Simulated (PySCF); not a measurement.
SMILES C=C[SiH2]OC (C₃H₈OSi), singlet, GFN2-xTB optimised geometry. Atoms within 1.6 Å of the plane z = 1.2 Å (x, y, z in Å): C1 (2.65, -0.73, 0.00), C2 (1.32, -0.73, 0.00), Si3 (0.29, 0.84, 0.00), O4 (-1.21, 0.21, -0.01), C5 (-2.43, 0.90, 0.00), H6 (3.21, 0.19, 0.00), H7 (3.23, -1.63, 0.00), H8 (0.80, -1.68, 0.00), H9 (0.51, 1.67, 1.19), H11 (-2.52, 1.52, 0.89), H13 (-3.23, 0.16, -0.01).

Calculation: B3LYP/def2-TZVP (PySCF).

Map of the HOMO amplitude (bohr^(-3/2)) on the plane z = 1.2 Å; orbital energy -7.59 eV, overall sign arbitrary:

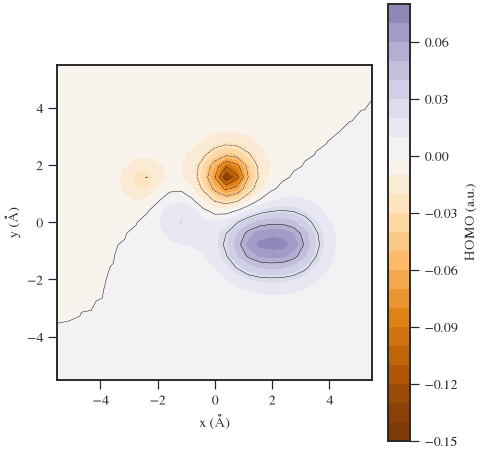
Figure. HOMO amplitude (bohr^(-3/2)) on the plane z = 1.2 Å.
